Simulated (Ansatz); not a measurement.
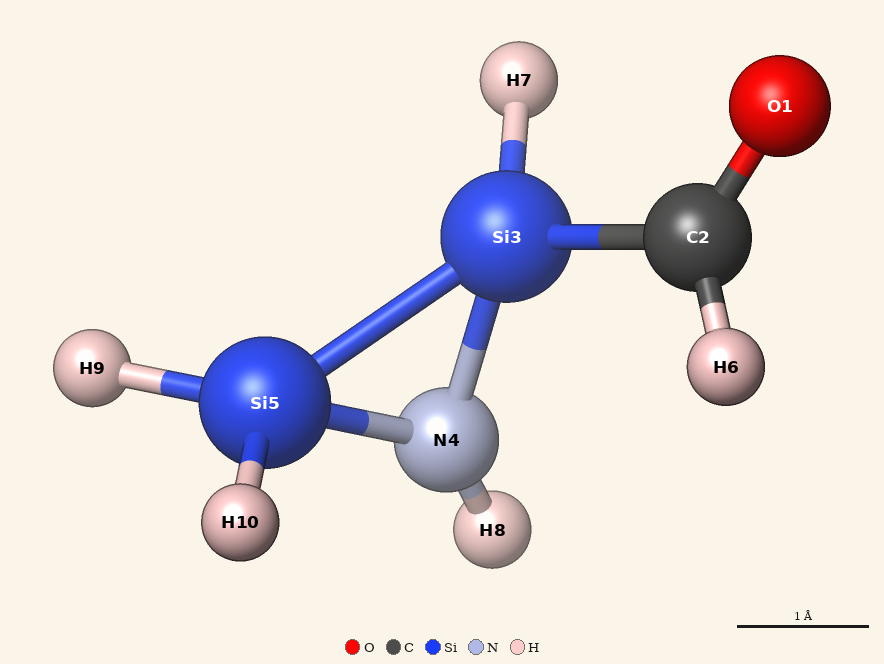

Orthographic view. Depth is shown by fading: the farther an atom, the more it takes the colour of the background. Computed geometry: PBE-D4/def2-SVP optimisation. No frequency run is at hand to confirm it as a minimum.

Give the geometry as a Z-matrix, atoms in numerical order, with these reference atoms: 2 to 1; 3 to 2, 1; 4 to 3, 2, 1; 5 to 4, 3, 2; 6 to 2, 1, 3; 7 to 3, 4, 5; 8 to 4, 5, 3; 9 to 5, 4, 8; 10 to 5, 9, 4.

```
O  
C    1   1.219
Si   2   1.931   1   122.3
N    3   1.760   2   116.5   1   160.7
Si   4   1.755   3    80.7   2   109.1
H    2   1.140   1   121.3   3  -177.3
H    3   1.505   4   119.3   5  -114.3
H    4   1.022   5   140.1   3  -178.1
H    5   1.505   4   117.8   8   -66.7
H    5   1.506   9   110.1   4  -138.3
```
